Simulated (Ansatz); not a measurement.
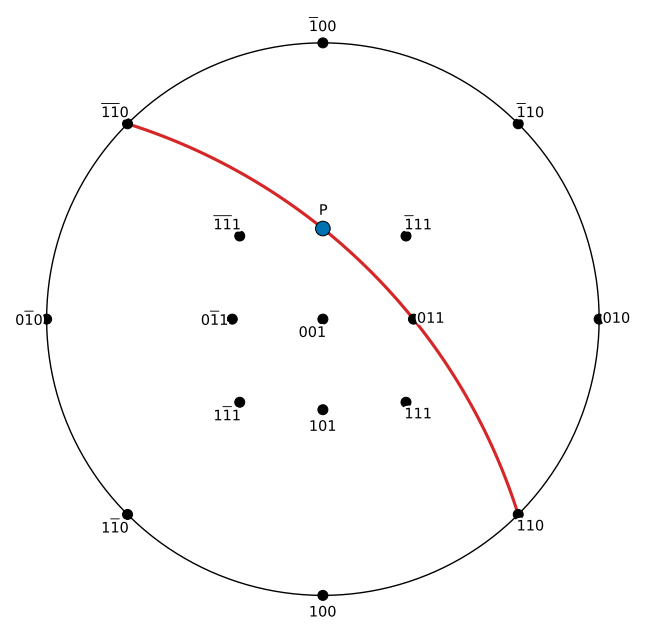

For ZnGa₂Sn, coordinates from a relaxation with DFT, PAW plane waves, pbe in Ansatz 0.2.0; the starting structure was generated, so it need not be a known form of this composition: stereographic projection of plane normals (upper hemisphere) centred on (0 0 1). Symmetry computed with spglib at a tolerance of 0.002 Å; standard conventional cell.

a = 7.742 Å, b = 7.742 Å, c = 5.689 Å, α = 90.00°, β = 90.00°, γ = 90.00°.

Q: Index the pole marked P.

A: P is (−1 0 1), 36.3° from the centre.

Q: Which zone does the coloured great circle trace?

A: The zone [1 −1 1]: its poles satisfy h − k + l = 0.

Q: What is the angle between the normals of (1 1 1) and (−1 −1 0), and what are their d_hkl = 1/|g|?

A: 136.1°; d = 3.945 Å and 5.475 Å.
